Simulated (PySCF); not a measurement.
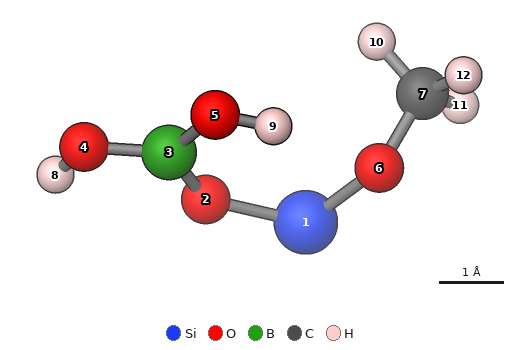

The input geometry (ball-and-stick view, seen at a tilt; atoms are numbered from 1 in the order of the input).

**Run report: CH5BO4Si, geometry relaxation**

The run: geometry relaxation of CH5BO4Si, multiplicity 3. Method and program: PBE0-D3(BJ)/def2-SVP geometry optimisation, gas phase (PySCF 2.14.0).

Input file
```
{"job": {"xc": "PBE0", "basis": "def2-SVP", "d3": "d3bj", "grid": 2, "kind": "geom", "shake": 0.01}, "charge": 0, "multiplicity": 3}
Si     1.579025    -0.364664     0.465484
O      0.599919     0.533802     1.465246
B     -0.511701     1.328132     1.256548
O     -1.060431     1.880872     2.341889
O     -1.019381     1.560386     0.031252
O      1.015739    -0.529236    -1.090308
C      0.301208    -1.622558    -1.629422
H     -0.657976     1.674255     3.173324
H     -0.524174     1.189942    -0.665619
H     -0.639779    -1.790448    -1.070781
H      0.883348    -2.533979    -1.604752
H      0.072696    -1.354087    -2.655861
```

The first line tells a small driver script what to run in PySCF; the rest is the geometry in Å.

Run as:
```bash
OMP_NUM_THREADS=1 python <driver script> task.json out
```

Log
```
step   0  E = -655.57516663  max force = 0.025934
step   1  E = -655.57931559  max force = 0.004004
step   2  E = -655.57935819  max force = 0.002688
step   3  E = -655.57957060  max force = 0.001795
step   4  E = -655.57967644  max force = 0.001193
step   5  E = -655.57982235  max force = 0.002542
step   6  E = -655.57987403  max force = 0.001866
step   7  E = -655.57991606  max force = 0.000679
step   8  E = -655.57992885  max force = 0.000320
optimisation converged
```

Trajectory as extended XYZ (Å, eV, eV/Å), 9 frames, from step=0 to step=8
```
12
Properties=species:S:1:pos:R:3:forces:R:3 step=0 energy=-17839.10892
Si    1.5790   -0.3647    0.4655    0.1453   0.0220   0.3026
O     0.5999    0.5338    1.4652    0.2809  -0.3011   0.0345
B    -0.5117    1.3281    1.2566    0.8275  -0.4142   0.0483
O    -1.0604    1.8809    2.3419   -1.2828   0.8826  -0.0876
O    -1.0194    1.5604    0.0312   -1.2979   0.9106   1.0181
O     1.0157   -0.5292   -1.0903   -0.0492   0.0676  -0.3604
C     0.3012   -1.6226   -1.6294   -0.4123   0.6084   0.6214
H    -0.6580    1.6743    3.1733    0.4735  -0.3073   0.4403
H    -0.5242    1.1899   -0.6656    1.0269  -0.8076  -1.3336
H    -0.6398   -1.7905   -1.0708    0.0669  -0.0193  -0.1244
H     0.8833   -2.5340   -1.6047    0.3938  -0.5669  -0.0496
H     0.0727   -1.3541   -2.6559   -0.1725  -0.0748  -0.5095
12
Properties=species:S:1:pos:R:3:forces:R:3 step=1 energy=-17839.22182
Si    1.5656   -0.3347    0.4538   -0.0294   0.0350  -0.1111
O     0.6061    0.5108    1.5282   -0.0031  -0.0373   0.1243
B    -0.4906    1.3172    1.2553   -0.1985   0.1086  -0.1398
O    -1.1582    1.9018    2.2863    0.2059  -0.1369   0.0146
O    -0.9451    1.5351   -0.0046    0.0508   0.0020  -0.0255
O     0.9102   -0.4325   -1.0990    0.0934   0.1025   0.1153
C     0.1723   -1.5237   -1.6031    0.0268  -0.1936  -0.1435
H    -0.7419    1.6648    3.1208   -0.0529   0.0426   0.0262
H    -0.4023    1.1017   -0.6772   -0.0098  -0.0020   0.0222
H    -0.7523   -1.6920   -1.0290   -0.0472   0.0066   0.0435
H     0.7670   -2.4539   -1.5952   -0.0403   0.0618   0.0147
H    -0.0926   -1.2989   -2.6486    0.0043   0.0106   0.0591
12
Properties=species:S:1:pos:R:3:forces:R:3 step=2 energy=-17839.22298
Si    1.5574   -0.3062    0.4312   -0.0019   0.0344  -0.0979
O     0.5827    0.5116    1.5135    0.0450  -0.1379  -0.0498
B    -0.4995    1.3382    1.2396   -0.0023   0.1097   0.1382
O    -1.1540    1.8725    2.3038   -0.0864   0.0403  -0.0708
O    -0.9247    1.6264   -0.0161    0.0704  -0.0218   0.0634
O     0.8888   -0.4359   -1.1110    0.0649   0.0263   0.0550
C     0.1740   -1.5562   -1.5924   -0.0420  -0.0374  -0.0173
H    -0.7507    1.5880    3.1296   -0.0124   0.0100  -0.0495
H    -0.3764    1.2140   -0.6969   -0.0383  -0.0452   0.0107
H    -0.7376   -1.7401   -0.9989    0.0041   0.0012  -0.0023
H     0.7925   -2.4681   -1.5814    0.0037   0.0133   0.0108
H    -0.1143   -1.3488   -2.6336   -0.0047   0.0072   0.0095
12
Properties=species:S:1:pos:R:3:forces:R:3 step=3 energy=-17839.22876
Si    1.5693   -0.3018    0.4270    0.0262   0.0424  -0.0140
O     0.5885    0.4972    1.5185    0.0031  -0.0923   0.0483
B    -0.4921    1.3268    1.2412    0.0075   0.0602   0.0170
O    -1.1584    1.8822    2.2858   -0.0244   0.0056  -0.0260
O    -0.9092    1.5929   -0.0210   -0.0107   0.0171   0.0315
O     0.8966   -0.4247   -1.1120    0.0155  -0.0203  -0.0152
C     0.1691   -1.5406   -1.5895   -0.0630   0.0058   0.0325
H    -0.7693    1.6168    3.1241    0.0062   0.0029  -0.0211
H    -0.3710    1.1482   -0.6892   -0.0024  -0.0173  -0.0272
H    -0.7409   -1.7151   -0.9894    0.0255   0.0020  -0.0179
H     0.7798   -2.4566   -1.5800    0.0223  -0.0110   0.0063
H    -0.1241   -1.3298   -2.6279   -0.0057   0.0050  -0.0143
12
Properties=species:S:1:pos:R:3:forces:R:3 step=4 energy=-17839.23164
Si    1.5715   -0.2868    0.4124    0.0252   0.0478   0.0096
O     0.5769    0.4778    1.5171   -0.0511  -0.0428   0.0613
B    -0.4870    1.3330    1.2415    0.0412  -0.0008  -0.0466
O    -1.1612    1.8862    2.2807   -0.0094   0.0103   0.0081
O    -0.8854    1.6212   -0.0215   -0.0058   0.0088  -0.0092
O     0.8891   -0.4228   -1.1205   -0.0169  -0.0402  -0.0326
C     0.1672   -1.5497   -1.5846   -0.0155   0.0419   0.0405
H    -0.7882    1.6099    3.1222    0.0172  -0.0033   0.0106
H    -0.3615    1.1611   -0.6911   -0.0049  -0.0005  -0.0142
H    -0.7328   -1.7311   -0.9726    0.0118  -0.0012  -0.0089
H     0.7905   -2.4570   -1.5760    0.0094  -0.0182  -0.0059
H    -0.1409   -1.3461   -2.6201   -0.0011  -0.0018  -0.0128
12
Properties=species:S:1:pos:R:3:forces:R:3 step=5 energy=-17839.23561
Si    1.5562   -0.2493    0.3863    0.0279   0.0226   0.0439
O     0.5037    0.4024    1.5122   -0.1023   0.0668   0.0062
B    -0.4824    1.3545    1.2406    0.1068  -0.1307  -0.0702
O    -1.1415    1.9219    2.2785   -0.0411   0.0684   0.0476
O    -0.8247    1.7139   -0.0199   -0.0254  -0.0357  -0.0627
O     0.8741   -0.4250   -1.1408   -0.1085  -0.0768  -0.0683
C     0.1739   -1.5806   -1.5758    0.0950   0.1248   0.0497
H    -0.8049    1.6076    3.1211    0.0348  -0.0222   0.0436
H    -0.3767    1.1929   -0.7007    0.0410   0.0471   0.0336
H    -0.7061   -1.7787   -0.9426   -0.0179  -0.0145   0.0137
H     0.8282   -2.4659   -1.5646   -0.0164  -0.0312  -0.0244
H    -0.1615   -1.3979   -2.6067    0.0061  -0.0185  -0.0126
12
Properties=species:S:1:pos:R:3:forces:R:3 step=6 energy=-17839.23702
Si    1.5410   -0.2334    0.3697    0.0208   0.0019   0.0206
O     0.4857    0.3947    1.5064   -0.0776   0.0400   0.0575
B    -0.4835    1.3649    1.2454    0.0819  -0.0389  -0.0960
O    -1.1463    1.9274    2.2850    0.0038   0.0058   0.0458
O    -0.8003    1.7549   -0.0128   -0.0246  -0.0054  -0.0513
O     0.8422   -0.4270   -1.1487   -0.0324  -0.0582  -0.0265
C     0.1739   -1.6025   -1.5760    0.0506   0.0929   0.0198
H    -0.8197    1.5951    3.1253    0.0122  -0.0140   0.0301
H    -0.3366    1.2505   -0.6952   -0.0144   0.0095   0.0068
H    -0.6881   -1.8331   -0.9287   -0.0128  -0.0092   0.0089
H     0.8553   -2.4677   -1.5823   -0.0103  -0.0113  -0.0135
H    -0.1853   -1.4280   -2.6006    0.0029  -0.0129  -0.0021
12
Properties=species:S:1:pos:R:3:forces:R:3 step=7 energy=-17839.23816
Si    1.5424   -0.2529    0.3941    0.0167   0.0081   0.0020
O     0.4929    0.4048    1.5192   -0.0077  -0.0189   0.0133
B    -0.4872    1.3561    1.2409   -0.0062   0.0105  -0.0349
O    -1.1393    1.9344    2.2806    0.0096   0.0067   0.0092
O    -0.8277    1.7096   -0.0226   -0.0094   0.0083   0.0269
O     0.8534   -0.4256   -1.1326    0.0039  -0.0179  -0.0002
C     0.1748   -1.5854   -1.5781    0.0069   0.0048  -0.0125
H    -0.7932    1.6194    3.1205   -0.0050   0.0011  -0.0017
H    -0.3517    1.2069   -0.6972    0.0019  -0.0055  -0.0114
H    -0.6976   -1.8121   -0.9429   -0.0053  -0.0019   0.0036
H     0.8421   -2.4621   -1.5890   -0.0046   0.0066  -0.0002
H    -0.1708   -1.3975   -2.6053   -0.0008  -0.0019   0.0059
12
Properties=species:S:1:pos:R:3:forces:R:3 step=8 energy=-17839.23851
Si    1.5316   -0.2526    0.3959   -0.0017   0.0006  -0.0008
O     0.4676    0.3873    1.5188    0.0000   0.0010  -0.0165
B    -0.4892    1.3636    1.2420   -0.0031   0.0012   0.0069
O    -1.1255    1.9546    2.2845    0.0045   0.0071  -0.0006
O    -0.8224    1.7296   -0.0195   -0.0027  -0.0103   0.0065
O     0.8506   -0.4314   -1.1337   -0.0022  -0.0035   0.0057
C     0.1801   -1.5950   -1.5805    0.0048  -0.0008  -0.0039
H    -0.7844    1.6303    3.1230   -0.0045   0.0005  -0.0032
H    -0.3657    1.2137   -0.6977    0.0100   0.0036   0.0028
H    -0.6905   -1.8293   -0.9450   -0.0012  -0.0016   0.0008
H     0.8536   -2.4668   -1.5930   -0.0027   0.0016  -0.0002
H    -0.1676   -1.4086   -2.6072   -0.0012   0.0008   0.0025
```

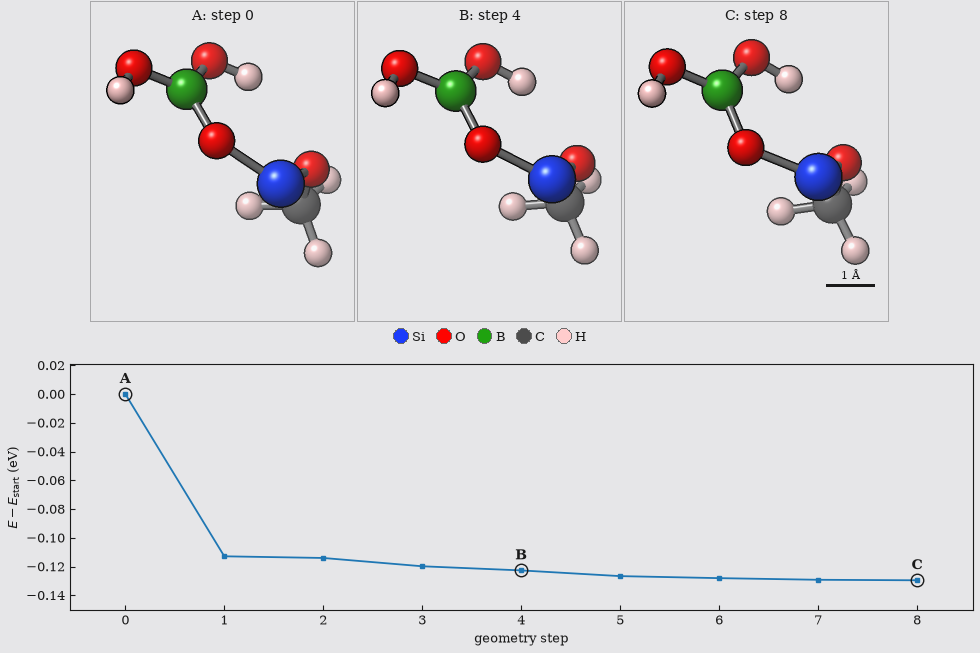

Frames of the relaxation (ball-and-stick view, seen at a tilt) above the curves, on which the letters mark them (steps are counted from 0).

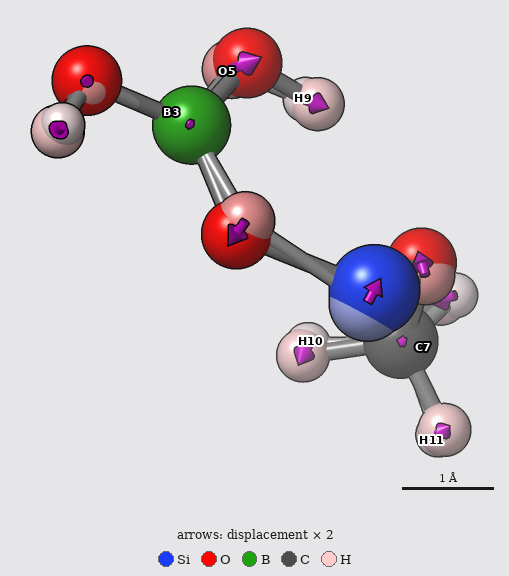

Start (faint) and end (solid) with the displacements as pink arrows, magnified 2 times (ball-and-stick view, seen at a tilt). The two geometries are laid on each other by the best rigid fit. The atom that moves furthest after the best rigid fit is O5 (0.23 Å). Largest moves by element: O 0.23 Å, H 0.19 Å, Si 0.16 Å, C 0.06 Å, B 0.04 Å. Among the contacts that change: O5–H9 0.932 → 0.967 Å, Si1–O6 1.663 → 1.684 Å, B3–O4 1.336 → 1.357 Å, C7–H11 1.082 → 1.102 Å. Among the angles that change: Si1–O2–B3 133.9° → 124.8°, B3–O4–H8 116.7° → 110.9°, Si1–O6–C7 127.2° → 124.4°. Over 8 geometry steps the energy falls by 0.130 eV. The largest force component goes from 1.3 to 0.017 eV/Å. (Atoms are counted from 1 in the order of the input.)

Summary

```json
{"quantity": "outcome", "value": "converged"}
{"quantity": "total energy", "value": "−655.579929 hartree"}
{"quantity": "⟨S²⟩", "value": "2.002"}
{"quantity": "dipole moment", "value": "3.56 D"}
{"quantity": "point group", "value": "C1"}
{"quantity": "hardware", "value": "1 CPU thread, shared host"}
{"quantity": "wall time", "value": "2.9 min"}
{"quantity": "peak memory", "value": "0.7 GiB"}
```
